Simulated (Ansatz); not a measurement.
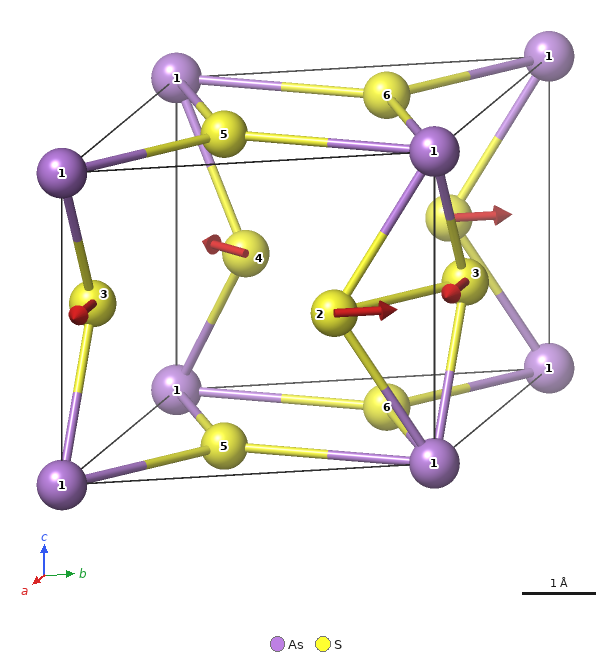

This is a relaxation of a crystal of AsS$_{5}$ (a generated structure, set up in P-62m) (coarse preliminary run). The starting structure is drawn; red arrows show the displacements (the part carried along by the change of the cell is left out), 30 times their true length.

Style: ball-and-stick. Shown: the cell of the calculation, slightly off an axis.

The calculation used Ansatz 0.2.0, DFT PBE, scalar-relativistic, plane waves, PAW.

Input file:
```yaml
crystal:
  lattice:
    - [5.2876301865, 0.0, 0.0]
    - [-2.6438150932, 4.5792220673, 0.0]
    - [0.0, 0.0, 4.4769374266]
  atoms:
    - { symbol: As, position: [0.0, 0.0, 0.0] }
    - { symbol: S, position: [0.0, 0.7313185078, 0.5] }
    - { symbol: S, position: [0.7313185078, 0.0, 0.5] }
    - { symbol: S, position: [0.2686814922, 0.2686814922, 0.5] }
    - { symbol: S, position: [0.6666666667, 0.3333333333, 0.0] }
    - { symbol: S, position: [0.3333333333, 0.6666666667, 0.0] }
basis:
  ecutwfc: 420
kpoints:
  mp_grid: { grid: [6, 6, 4] }
hamiltonian:
  xc: pbe
scf:
  occupations: { method: gaussian, width: 0.1 }
  lower_state_search: "off"
output:
  forces: true
  stress: true
  eigenvalues: true
relax:
  adjacent_minimum: "off"
  f_tol: 0.04
  max_steps: 70
  cell: { stress_tol: 0.4 }
```

Command:
```bash
ansatz run input.yaml --threads 1 --pin off --max-ram 2560MiB --backend cpu --events-out ev --progress --plain --runs-dir out
```

Q: Describe the change and its energy.

A: The energy falls by 233 meV per atom in 14 accepted moves (16 points after the start). Largest force component: 0.072 eV/Å at the start, 0.0075 eV/Å at the end. Pressure: −0.72 GPa at the start and −0.02 GPa at the end. At 2 points the geometry stayed and the basis and grid were re-selected for the new cell (energy shift of 28.2 meV per atom at most each time). The largest moves relative to the cell, 0.030 Å, are those of S2, S3 and S4. S3 goes along +a. As stays in place. The drawn cell changes as follows: a = b 5.288 → 4.661 Å (−11.9 %), c 4.477 → 7.099 Å (+58.6 %); the volume changes by +23.2 %. Some distances before and after: As1–S2 2.651 → 3.754 Å, As1–S5 3.053 → 2.691 Å, S5–S6 3.053 → 2.691 Å, S2–S3 2.461 → 2.117 Å. Bonds break: As1–S2 (2.65 → 3.75 Å), As1–S3 (2.65 → 3.75 Å), As1–S4 (2.65 → 3.75 Å). The space group stays P-62m (No. 189).
